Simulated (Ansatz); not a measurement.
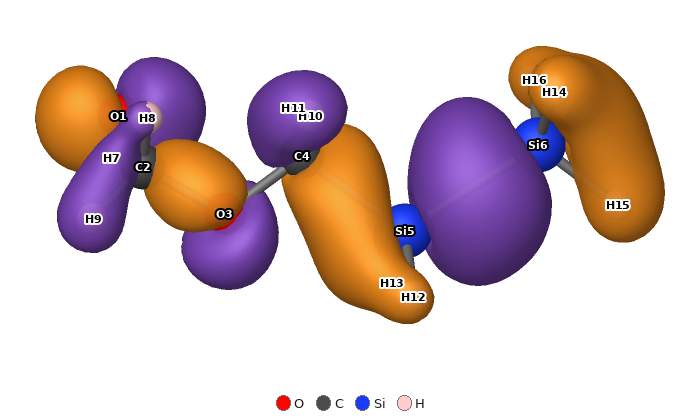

Figure. C$_{2}$H$_{10}$O$_{2}$Si$_{2}$ (SMILES OCOC[SiH2][SiH3]). The HOMO−1 at ±0.08 Å⁻³ᐟ² (orange and purple are the two phases), seen across its widest extent.

Level of theory: RKS B3LYP/6-31G* in Ansatz 0.2.0.

```xyz
16

O     0.2654   -2.9945   -1.1518
C     1.3834   -2.1840   -0.8865
O     1.1013   -0.8062   -0.9264
C     0.2171   -0.3685    0.1119
Si   -0.1237    1.4875   -0.1684
Si   -1.5418    2.3586    1.4975
H    -0.0266   -2.7924   -2.0560
H     1.7301   -2.4884    0.1102
H     2.1829   -2.3288   -1.6242
H     0.6780   -0.5356    1.1000
H    -0.7167   -0.9470    0.0915
H     1.1668    2.2310   -0.1625
H    -0.7550    1.6704   -1.5055
H    -0.9446    2.1931    2.8530
H    -1.7758    3.8121    1.2695
H    -2.8636    1.6702    1.4918
```

**Where does this orbital lie, and at what energy?**

By Hirshfeld shares it lies mainly on Si6 (about 20 %), Si5 (about 20 %), O1 (about 15 %), O3 (about 15 %) and C4 (about 10 %). Its energy is −7.72 eV.
